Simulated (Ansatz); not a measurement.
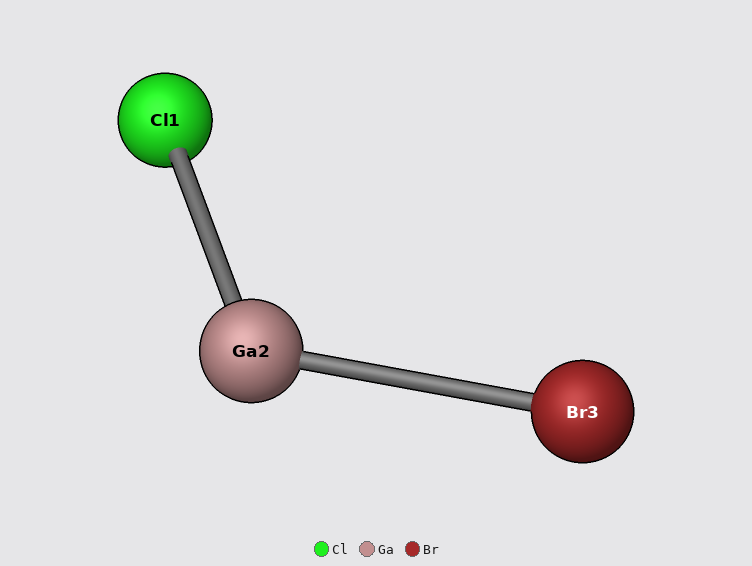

Charge 0, doublet. Harmonic vibrations computed with UKS PBE0-D4/def2-TZVP (Ansatz 0.2.0) at a stationary point of the same level.

### How many imaginary frequencies does it have?

A minimum: no imaginary frequency, and the lowest mode lies at 97 cm⁻¹.

### How many vibrational modes are there, and where do they lie?

3 modes: 97, 278, 401 cm⁻¹.
